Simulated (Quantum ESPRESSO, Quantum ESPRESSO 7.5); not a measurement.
# MoSi2N4, 1 layer: a series in biaxial strain

What law, if any, do the results for MoSi2N4, 1 layer follow against biaxial strain?

Main program and level: Quantum ESPRESSO 7.5; plane-wave DFT, PBE, GBRV ultrasoft pseudopotentials.

### Step 1. The starting structure

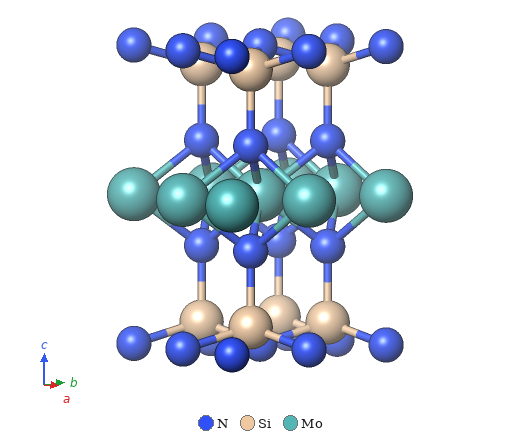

The cell as given, from the side, with the c axis up (nitrogen blue, silicon light orange, molybdenum teal). 2×2×1 cells are drawn. Bonds to atoms that aren't drawn are left out. Some periodic images of atoms are drawn too.

The cell holds 7 atoms: 4 N, 2 Si and 1 Mo. Cell: a = 2.920 Å, b = 2.920 Å, c = 21.862 Å, α = 90.0°, β = 90.0°, γ = 120.0°. It derives from MoSi2N4. Vacuum lies along c.

Structure file:

```cif
data_structure
_symmetry_space_group_name_H-M 'P 1'
_symmetry_Int_Tables_number 1
_cell_length_a 2.9200
_cell_length_b 2.9200
_cell_length_c 21.8618
_cell_angle_alpha 90.000
_cell_angle_beta 90.000
_cell_angle_gamma 120.000
_cell_volume 161.43
loop_
_atom_site_label
_atom_site_type_symbol
_atom_site_fract_x
_atom_site_fract_y
_atom_site_fract_z
_atom_site_occupancy
N1 N 0.00000 0.00000 0.34306 1
Si2 Si 0.33333 0.66667 0.36454 1
N3 N 0.33333 0.66667 0.44459 1
Mo4 Mo 0.00000 0.00000 0.50000 1
N5 N 0.33333 0.66667 0.55541 1
Si6 Si 0.33333 0.66667 0.63546 1
N7 N 0.00000 0.00000 0.65694 1
```

Set-up: Cell and atoms are first relaxed; each strained cell is then held and the atoms relax in it. A periodic run with 15 Å of vacuum in the starting cell gives the vacuum levels, and bands follow along a path.

Members -2, -1, 0, 1 and 2 took the same steps and show in the table alone.

### Step 2. Variable-cell relaxation of the reference

What the set-up leaves free in this member is relaxed.

ref.relax.in

```
&control
  prefix = 'ref.relax'
  outdir = './out'
  pseudo_dir = './pseudo'
  nstep = 80
  forc_conv_thr = 0.0004
  calculation = 'vc-relax'
  etot_conv_thr = 1e-06
/
&system
  ibrav = 0
  nat = 7
  ntyp = 3
  ecutwfc = 50
  ecutrho = 250
  occupations = 'smearing'
  smearing = 'fd'
  degauss = 0.004
/
&electrons
  conv_thr = 1e-09
  mixing_beta = 0.4
  electron_maxstep = 120
  mixing_mode = 'plain'
/
&ions
/
&cell
  cell_dofree = '2Dxy'
  press_conv_thr = 0.3
/
ATOMIC_SPECIES
  N   14.0070  n_pbe_v1.2.uspp.F.UPF
  Si  28.0850  si_pbe_v1.uspp.F.UPF
  Mo  95.9500  mo_pbe_v1.uspp.F.UPF
CELL_PARAMETERS angstrom
  2.92000000000000 0.00000000000000 0.00000000000000
  -1.46000000000000 2.52879417905056 0.00000000000000
  0.00000000000000 0.00000000000000 21.86179061719779
ATOMIC_POSITIONS crystal
  N   0.000000000000 0.000000000000 0.343064304810
  Si  0.333333333300 0.666666666700 0.364537032706
  N   0.333333333300 0.666666666700 0.444585370495
  Mo  0.000000000000 0.000000000000 0.500000000000
  N   0.333333333300 0.666666666700 0.555414629505
  Si  0.333333333300 0.666666666700 0.635462967294
  N   0.000000000000 0.000000000000 0.656935695190
K_POINTS automatic
  12 12 1 0 0 0
```

Started as:

```bash
OMP_NUM_THREADS=1 mpirun -n 4 pw.x -nk 4 -in ref.relax.in > ref.relax.out
```

What it wrote:

```text
Program PWSCF v.7.5 starts
[citation notice left out]

     Parallel version (MPI & OpenMP), running on       4 processor cores
     Number of MPI processes:                 4
     Threads/MPI process:                     1

     MPI processes distributed on     1 nodes
[...]
Current dimensions of program PWSCF are:
     Max number of different atomic species (ntypx) = 10
     Max number of k-points (npk) =  40000
     Max angular momentum in pseudopotentials (lmaxx) =  4
     Message from routine setup:
     using ibrav=0 with symmetry is DISCOURAGED, use correct ibrav instead

     K-points division:     npool     =       4
     Subspace diagonalization in iterative solution of the eigenvalue problem:
     a serial algorithm will be used

     G-vector sticks info
     --------------------
     sticks:   dense  smooth     PW     G-vecs:    dense   smooth      PW
     Sum         517     421    121                72663    52133    8743

     Using Slab Decomposition

     bravais-lattice index     =            0
     lattice parameter (alat)  =       5.5180  a.u.
     unit-cell volume          =    1089.3782 (a.u.)^3
     number of atoms/cell      =            7
     number of atomic types    =            3
     number of electrons       =        42.00
     number of Kohn-Sham states=           25
     kinetic-energy cutoff     =      50.0000  Ry
     charge density cutoff     =     250.0000  Ry
     scf convergence threshold =      1.0E-09
     mixing beta               =       0.4000
     number of iterations used =            8  plain     mixing
     energy convergence thresh.=      1.0E-06
     force convergence thresh. =      4.0E-04
     press convergence thresh. =      3.0E-01
     Exchange-correlation= SLA  PW   PBE  PBE
                           (   1   4   3   4   0   0   0)
     nstep                     =           80

     celldm(1)=   5.518000  celldm(2)=   0.000000  celldm(3)=   0.000000
     celldm(4)=   0.000000  celldm(5)=   0.000000  celldm(6)=   0.000000

     crystal axes: (cart. coord. in units of alat)
               a(1) = (   1.000000   0.000000   0.000000 )
               a(2) = (  -0.500000   0.866025   0.000000 )
               a(3) = (   0.000000   0.000000   7.486915 )

     reciprocal axes: (cart. coord. in units 2 pi/alat)
               b(1) = (  1.000000  0.577350 -0.000000 )
               b(2) = (  0.000000  1.154701  0.000000 )
               b(3) = (  0.000000 -0.000000  0.133566 )

     PseudoPot. # 1 for N  read from file:
     ./pseudo/n_pbe_v1.2.uspp.F.UPF
     Pseudo is Ultrasoft + core correction, Zval =  5.0
     Generated by new atomic code, or converted to UPF format
     Using radial grid of  729 points,  4 beta functions with:
                l(1) =   0
                l(2) =   0
                l(3) =   1
                l(4) =   1
     Q(r) pseudized with  8 coefficients,  rinner =    0.900   0.900   0.900

     PseudoPot. # 2 for Si read from file:
     ./pseudo/si_pbe_v1.uspp.F.UPF
     Pseudo is Ultrasoft + core correction, Zval =  4.0
     Generated by new atomic code, or converted to UPF format
     Using radial grid of  899 points,  6 beta functions with:
                l(1) =   0
                l(2) =   0
                l(3) =   1
                l(4) =   1
                l(5) =   2
                l(6) =   2
     Q(r) pseudized with  8 coefficients,  rinner =    0.900   0.900   0.900
                                                       0.900   0.900

     PseudoPot. # 3 for Mo read from file:
     ./pseudo/mo_pbe_v1.uspp.F.UPF
     Pseudo is Ultrasoft + core correction, Zval = 14.0
     Generated by new atomic code, or converted to UPF format
     Using radial grid of  889 points,  6 beta functions with:
                l(1) =   0
                l(2) =   0
                l(3) =   1
                l(4) =   1
                l(5) =   2
                l(6) =   2
     Q(r) pseudized with  6 coefficients,  rinner =    1.000   1.000   1.000
                                                       1.000   1.000

     atomic species   valence    mass     pseudopotential
     N                 5.00    14.00700     N ( 1.00)
     Si                4.00    28.08500     Si( 1.00)
     Mo               14.00    95.95000     Mo( 1.00)

     12 Sym. Ops. (no inversion) found

   Cartesian axes

     site n.     atom                  positions (alat units)
         1        N      tau(   1) = (   0.0000000   0.0000000   2.5684932  )
         2        Si     tau(   2) = (  -0.0000000   0.5773503   2.7292576  )
         3        N      tau(   3) = (  -0.0000000   0.5773503   3.3285727  )
         4        Mo     tau(   4) = (   0.0000000   0.0000000   3.7434573  )
         5        N      tau(   5) = (  -0.0000000   0.5773503   4.1583419  )
         6        Si     tau(   6) = (  -0.0000000   0.5773503   4.7576570  )
         7        N      tau(   7) = (   0.0000000   0.0000000   4.9184214  )

     number of k points=    19  Fermi-Dirac smearing, width (Ry)=  0.0040
                       cart. coord. in units 2pi/alat
        k(    1) = (   0.0000000   0.0000000   0.0000000), wk =   0.0138889
        k(    2) = (   0.0000000   0.0962250   0.0000000), wk =   0.0833333
        k(    3) = (   0.0000000   0.1924501   0.0000000), wk =   0.0833333
        k(    4) = (   0.0000000   0.2886751   0.0000000), wk =   0.0833333
        k(    5) = (   0.0000000   0.3849002   0.0000000), wk =   0.0833333
        k(    6) = (   0.0000000   0.4811252   0.0000000), wk =   0.0833333
        k(    7) = (   0.0000000  -0.5773503   0.0000000), wk =   0.0416667
        k(    8) = (   0.0833333   0.1443376   0.0000000), wk =   0.0833333
        k(    9) = (   0.0833333   0.2405626   0.0000000), wk =   0.1666667
        k(   10) = (   0.0833333   0.3367877   0.0000000), wk =   0.1666667
[...]
k(   19) = (   0.3333333   0.5773503   0.0000000), wk =   0.0277778

     Dense  grid:    72663 G-vectors     FFT dimensions: (  27,  27, 216)

     Smooth grid:    52133 G-vectors     FFT dimensions: (  25,  25, 192)

     Estimated max dynamical RAM per process >     132.47 MB

     Estimated total dynamical RAM >     476.67 MB

     Initial potential from superposition of free atoms

     starting charge      41.9976, renormalised to      42.0000

     negative rho (up, down):  1.513E-03 0.000E+00
     Starting wfcs are   37 randomized atomic wfcs

     total cpu time spent up to now is        2.4 secs

     per-process dynamical memory:    76.0 Mb

     Self-consistent Calculation

[...]
Mo              -0.0000000000       -0.0000000000        0.5000000000
N                0.3333333333        0.6666666667        0.5565063200
Si               0.3333333333        0.6666666667        0.6360187571
N                0.0000000000        0.0000000000        0.6592824763

[...]
NEW-OLD atomic charge density approx. for the potential
     New effective cutoffs (rho, wfc):  251.94   50.42

     negative rho (up, down):  1.763E-03 0.000E+00

     total cpu time spent up to now is       35.1 secs

     per-process dynamical memory:    84.7 Mb

[...]
!    total energy              =    -239.56504312 Ry
[...]
Total force =     0.025037     Total SCF correction =     0.000014
[...]
number of bfgs steps    =   3
[...]
new trust radius        =       0.0533246073 bohr
[...]
!    total energy              =    -239.56647774 Ry
[...]
Total force =     0.013616     Total SCF correction =     0.000020
[...]
number of bfgs steps    =   4
[...]
new trust radius        =       0.0474522532 bohr
[...]
!    total energy              =    -239.56697411 Ry
[...]
Total force =     0.003370     Total SCF correction =     0.000006
[...]
number of bfgs steps    =   5
[...]
new trust radius        =       0.0043592883 bohr
[...]
!    total energy              =    -239.56699737 Ry
[...]
Total force =     0.001466     Total SCF correction =     0.000013
[...]
number of bfgs steps    =   6
[...]
new trust radius        =       0.0026839259 bohr
[...]
!    total energy              =    -239.56700378 Ry
[...]
Total force =     0.000209     Total SCF correction =     0.000003
[...]
number of bfgs steps    =   7
[...]
new trust radius        =       0.0004408383 bohr
[...]
Self-consistent Calculation

     iteration #  1     ecut=    50.00 Ry     beta= 0.40
     Davidson diagonalization with overlap
     ethr =  1.00E-06,  avg # of iterations =  2.0

     Threshold (ethr) on eigenvalues was too large:
     Diagonalizing with lowered threshold

     Davidson diagonalization with overlap
     ethr =  1.61E-10,  avg # of iterations =  4.0

     negative rho (up, down):  1.705E-03 0.000E+00

     total cpu time spent up to now is       86.3 secs

     total energy              =    -239.56700383 Ry
     estimated scf accuracy    <       0.00000007 Ry

[...]
iteration #  7     ecut=    50.00 Ry     beta= 0.40
[...]
negative rho (up, down):  1.705E-03 0.000E+00

[...]
End of self-consistent calculation

          k = 0.0000 0.0000 0.0000 (  6561 PWs)   bands (ev):

   -58.8776 -32.9647 -32.5760 -32.5760 -16.3164 -16.2303 -13.5295 -12.2107
    -6.0896  -3.5105  -1.5725  -1.5725  -1.5022  -1.3744  -1.3744  -1.2169
    -1.2169   0.0655   0.0655   0.1303   2.3567   5.3019   5.3019   5.5800
     5.5800

          k =-0.0000 0.0969 0.0000 (  6525 PWs)   bands (ev):

   -58.8696 -32.9518 -32.6407 -32.5899 -16.2019 -16.1202 -13.4317 -12.1986
    -5.9758  -3.5374  -2.0373  -1.9199  -1.5901  -1.5440  -1.4984  -1.3353
    -1.1766  -0.1964  -0.0769   0.3569   2.2796   5.1210   5.2744   5.4675
     5.7704

          k =-0.0000 0.1937 0.0000 (  6473 PWs)   bands (ev):

   -58.8477 -32.9163 -32.8147 -32.6276 -15.8674 -15.7979 -13.1666 -12.1707
    -5.7085  -3.6726  -3.1404  -3.0777  -2.0579  -1.8148  -1.8130  -1.0920
    -0.8651  -0.4455  -0.4255   0.3206   1.9148   5.0207   5.2170   5.4868
     6.2325

          k =-0.0000 0.2906 0.0000 (  6489 PWs)   bands (ev):

   -58.8175 -33.0463 -32.8675 -32.6788 -15.3424 -15.2912 -12.8144 -12.1510
    -5.6194  -4.6989  -4.2839  -3.5569  -2.4859  -2.1966  -2.1549  -0.8341
    -0.8045  -0.7247  -0.3632   0.1137   1.4628   5.0381   5.2058   5.6978
     6.7545

          k =-0.0000 0.3874 0.0000 (  6513 PWs)   bands (ev):

   -58.7872 -33.2713 -32.8182 -32.7295 -14.6917 -14.6618 -12.4935 -12.1747
    -6.3659  -6.0189  -4.6117  -3.6345  -2.8256  -2.5392  -2.4701  -1.1896
    -1.0672  -0.5375   0.0040   0.1386   1.3185   5.0292   5.3199   5.7078
     6.6499

          k =-0.0000 0.4843 0.0000 (  6496 PWs)   bands (ev):

   -58.7648 -33.4321 -32.7818 -32.7662 -14.0597 -14.0467 -12.3271 -12.2693
    -7.2559  -7.0076  -4.4951  -3.6676  -3.2531  -2.7692  -2.6845  -1.4254
    -1.3454  -0.1903  -0.0046   0.4852   1.4002   4.9497   5.4039   5.5292
     6.2518

[...]
the Fermi energy is     3.3510 ev

!    total energy              =    -239.56700385 Ry
     estimated scf accuracy    <          5.1E-12 Ry
     smearing contrib. (-TS)   =      -0.00000000 Ry
     internal energy E=F+TS    =    -239.56700385 Ry

     The total energy is F=E-TS. E is the sum of the following terms:
     one-electron contribution =   -2424.82838220 Ry
     hartree contribution      =    1222.39932723 Ry
     xc contribution           =     -50.09315861 Ry
     ewald contribution        =    1012.95520974 Ry

     convergence has been achieved in   7 iterations

     negative rho (up, down):  1.705E-03 0.000E+00

     Forces acting on atoms (cartesian axes, Ry/au):

     atom    1 type  1   force =    -0.00000000   -0.00000000    0.00000720
     atom    2 type  2   force =    -0.00000000    0.00000000    0.00001480
     atom    3 type  1   force =    -0.00000000    0.00000000   -0.00001763
     atom    4 type  3   force =     0.00000000    0.00000000    0.00000000
     atom    5 type  1   force =    -0.00000000    0.00000000    0.00001763
     atom    6 type  2   force =    -0.00000000    0.00000000   -0.00001480
     atom    7 type  1   force =     0.00000000    0.00000000   -0.00000720

     Total force =     0.000034     Total SCF correction =     0.000006
     SCF correction compared to forces is large: reduce conv_thr to get better values

     Computing stress (Cartesian axis) and pressure

     negative rho (up, down):  1.705E-03 0.000E+00
          total   stress  (Ry/bohr**3)                   (kbar)     P=       -0.30
   0.00000001   0.00000000   0.00000000            0.00        0.00        0.00
   0.00000000   0.00000001  -0.00000000            0.00        0.00       -0.00
   0.00000000  -0.00000000  -0.00000613            0.00       -0.00       -0.90

     Energy error            =      6.4E-08 Ry
     Gradient error          =      1.8E-05 Ry/Bohr
     Cell gradient error     =      1.3E-03 kbar

     bfgs converged in   9 scf cycles and   8 bfgs steps
     (criteria: energy <  1.0E-06 Ry, force <  4.0E-04 Ry/Bohr, cell <  3.0E-01 kbar)

     End of BFGS Geometry Optimization

     Final enthalpy           =    -239.5670038462 Ry

     File ./out/ref.relax.bfgs deleted, as requested
Begin final coordinates
     new unit-cell volume =   1075.31762 a.u.^3 (   159.34563 Ang^3 )
     density =      2.16911 g/cm^3

CELL_PARAMETERS (angstrom)
   2.901094663   0.000000000   0.000000000
  -1.450547332   2.512421677   0.000000000
   0.000000000   0.000000000  21.861790617

ATOMIC_POSITIONS (crystal)
N                0.0000000000        0.0000000000        0.3382401717
Si               0.3333333333        0.6666666667        0.3620983302
N                0.3333333333        0.6666666667        0.4425649325
Mo              -0.0000000000       -0.0000000000        0.5000000000
N                0.3333333333        0.6666666667        0.5574350675
Si               0.3333333333        0.6666666667        0.6379016698
N                0.0000000000        0.0000000000        0.6617598283
End final coordinates

[...]
Final scf calculation at the relaxed structure.
```

It took 1.8 min on 4 MPI ranks of AMD EPYC 9R14 (Zen 4), shared host; peak memory 0.7 GiB.

Relaxation path:

```csv
step,energy less that of the first step (eV),largest force (eV/Å),volume (Å³)
1,0.0000,0.7478,161.43
2,-0.0261,0.5020,161.23
3,-0.0480,0.4961,160.59
4,-0.0678,0.4056,160.03
5,-0.0874,0.2360,159.41
6,-0.0941,0.0502,159.09
7,-0.0944,0.0191,159.21
8,-0.0945,0.0029,159.34
9,-0.0945,0.0005,159.35
10,-0.0935,0.0006,159.35
```

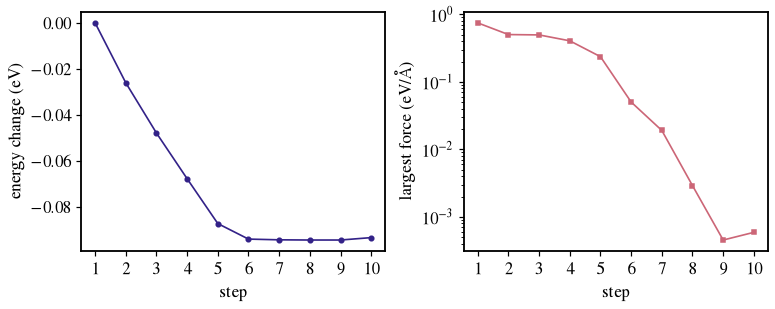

Energy and largest force along the relaxation.

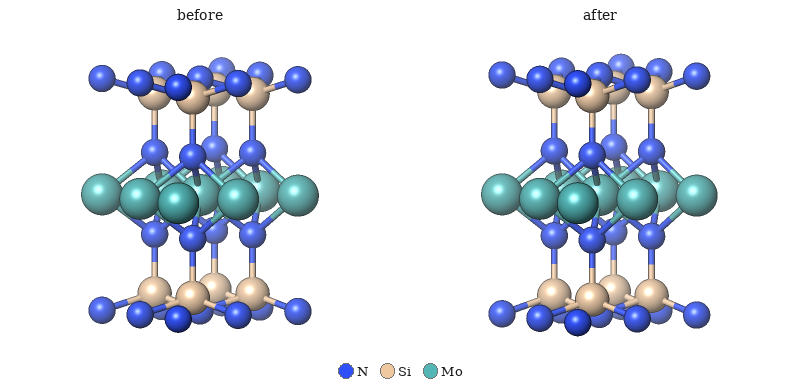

The structure before and after the relaxation, drawn at the same scale. Bonds to atoms that aren't drawn are left out.

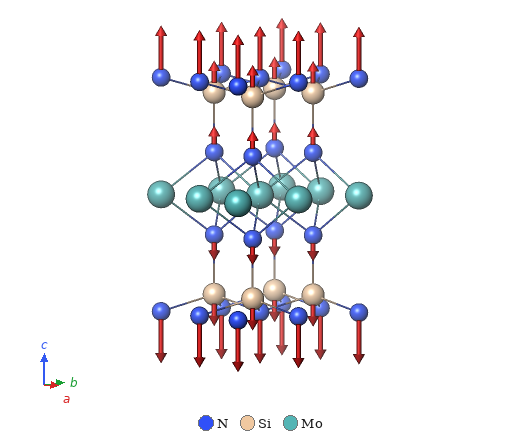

Displacements in the relaxation, exaggerated, measured against the changing cell; the longest in the cell stands for 0.11 Å. Bonds to atoms that aren't drawn are left out. 2×2×1 cells are drawn. Some periodic images of atoms are drawn too.

```csv
cell as run,before,after,change
a (Å),2.920,2.901,-0.6 %
b (Å),2.920,2.901,-0.6 %
```

The atoms that moved most (Å, along periodic axes as changes of fractional coordinates times the final cell, across vacuum about the mean position):

```csv
atom,dx,dy,dz,length
N1,0.000,0.000,-0.105,0.105
N7,0.000,0.000,0.105,0.105
Si2,0.000,0.000,-0.053,0.053
Si6,0.000,0.000,0.053,0.053
N5,0.000,0.000,0.044,0.044
N3,0.000,0.000,-0.044,0.044
```

 The last row is no step: it is a fresh SCF in the final cell with a new plane-wave basis, +1 meV from the row before.

Read from the output:

| Item | Value |
| --- | --- |
| free energy | -3259.4741 eV |
| Fermi energy | 3.351 eV |

[end of part 1 of 7]

[Logs are printed without paths, hosts, clocks, repeated set-up lines and the standing remarks that a program may print on its own settings, such as how far it seeks lower states.]

[Hosts, paths, dates, database ids (printed as entryN), source tags and the programs' standing remarks are cut or masked in the printed files.]

[Maps of the electrostatic potential energy from Ansatz leave out the sawtooth potential of an applied field or a dipole correction, so their vacuum need not be flat; planar profiles and work functions include it.]
